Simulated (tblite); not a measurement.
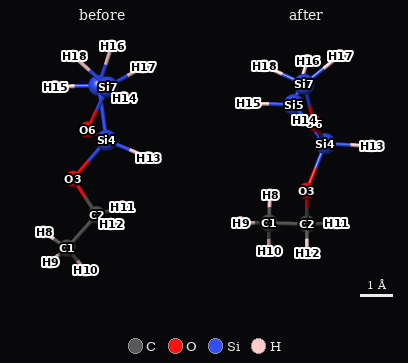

The structure of C2H11O2Si3 (multiplicity 2) before (left) and after (right) a relaxation, at one scale.

A ball-and-stick model, seen from a free direction.

Method: GFN2-xTB geometry optimisation, gas phase (tblite 0.8.0). 

### Summarise the run.

H9 moves most after the best rigid fit: 1.40 Å. By element the largest moves are H 1.40 Å, O 1.36 Å, C 0.82 Å, Si 0.69 Å. Among the contacts that change: O3–Si4 1.752 → 1.620 Å, Si4–O6 1.701 → 1.619 Å, O6–Si7 1.684 → 1.617 Å, Si4–Si5 2.254 → 2.295 Å. Bond angles that change, for instance: Si4–O6–Si7 115.6° → 152.4°, C2–O3–Si4 107.7° → 128.7°, O3–Si4–Si5 103.6° → 114.9°. Groups turn about C2–O3 by about 95°, O3–Si4 by about 65°, O6–Si7 by about 55°. The energy falls by 113.4 kJ/mol in 223 geometry steps.
